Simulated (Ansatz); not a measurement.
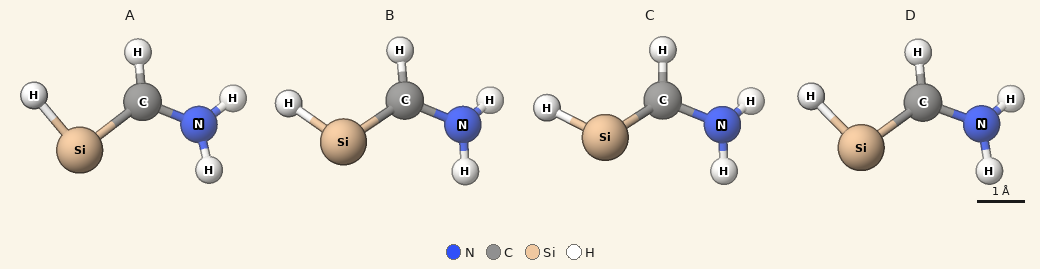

4 geometries from one relaxation of CH4NSi (multiplicity 2), in shuffled order. A ball-and-stick model, seen at a tilt.

The run prepares an end point of a later path (torsion) calculation, from a guessed geometry.

Method: UKS B3LYP/def2-SVP (Ansatz 0.2.0). Set-up: collinear spin; force threshold 0.015 eV/Å; at most 40 steps.

**Order the frames from highest to lowest energy.**

C, B, D, A. They are steps 0, 1, 3, 9, at +7.26 kcal/mol, +3.78 kcal/mol, +1.34 kcal/mol relative to the last. The largest move after the best rigid fit is that of the Si atom, 0.40 Å. By element the largest moves are Si 0.40 Å, H 0.40 Å, N 0.15 Å, C 0.04 Å. Some distances before and after: C–Si 1.820 → 1.873 Å, C–N 1.395 → 1.346 Å, H–Si 1.487 → 1.532 Å, C–H 1.089 → 1.099 Å. Bond angles that change, for instance: C–Si–H 101.2° → 92.8°, C–N–H 116.1° → 123.1°, Si–C–H 119.1° → 124.6°. The energy falls by 7.26 kcal/mol in 8 accepted moves (9 points after the start). The largest force component goes from 1.3 to 0.0028 eV/Å. The line search rejected the trial step at point 4 of the run.
